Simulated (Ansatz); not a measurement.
Species, as SMILES: [F][Al][F], doublet.
Atoms: Al1, F2, F3. Bonds: Al1-F2, Al1-F3.

Basis-set convergence of the highest harmonic wavenumber at PBE with Ansatz (a quantum-chemistry and plane-wave program). Each level at its own minimum, finite differences of forces, unscaled; the reference is a large set that could be run, not a limit. Cartesian d functions, on some or all atoms, in 6-31G**, 6-31+G*, 6-311G**; all else is spherical. The program fits the integrals of some runs and decomposes those of others, by size. Open shells are unrestricted. No added dispersion term, no relativity. Reference: the value in aug-pcseg-2, 863 cm⁻¹, itself unsure by roughly 6 cm⁻¹ (its mean distance from aug-cc-pV(T+d)Z, def2-TZVPPD). Deviations are taken from unrounded values.

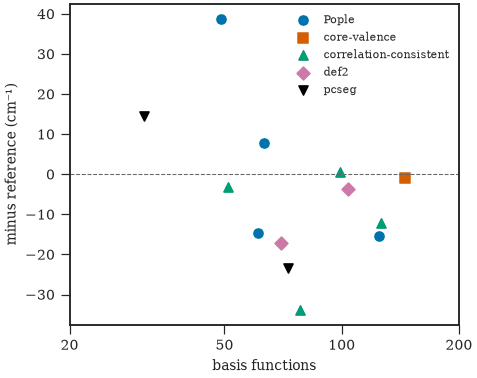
Fig. 1. Deviation from the reference against the number of basis functions, by family of sets.

| basis | functions | highest harmonic wavenumber (cm⁻¹) | minus reference (cm⁻¹) |
|---|---|---|---|
| pcseg-0 | 31 | 878 | 14 |
| 6-31G** | 49 | 902 | 39 |
| cc-pV(D+d)Z | 51 | 860 | -3 |
| 6-31+G* | 61 | 849 | -15 |
| 6-311G** | 63 | 871 | 8 |
| def2-SVPD | 70 | 846 | -17 |
| aug-pcseg-1 | 73 | 840 | -23 |
| aug-cc-pV(D+d)Z | 78 | 830 | -34 |
| cc-pV(T+d)Z | 99 | 864 | 1 |
| def2-TZVPP | 104 | 860 | -4 |
| 6-311++G(3df,3pd) | 125 | 848 | -15 |
| jun-cc-pV(T+d)Z | 126 | 851 | -12 |
| cc-pCVTZ | 145 | 862 | -1 |
